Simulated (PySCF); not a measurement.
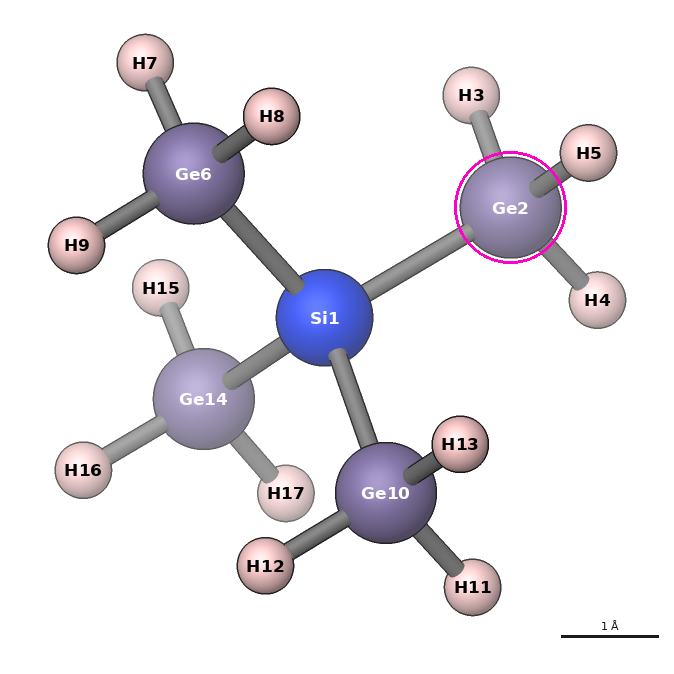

Orthographic view. Atoms fade into the background with distance from the viewer. The geometry was computed by an optimisation with PBE0-D3(BJ)/def2-SVP. No frequency run is at hand to confirm it as a minimum.

> Name the neighbours of the circled atom.

The circled atom is Ge2; it is bonded to Si1, H3, H4, H5.

> Of Ge6 and H8, which is nearer the viewer?

H8; the bond to Ge6 points away from the viewer, so it looks shorter than its 1.54 Å.

> What is the shortest path along bonds from the circled atom to H13?

Ge2–Si1–Ge10–H13, 3 bonds; through space the two are 4.25 Å apart.
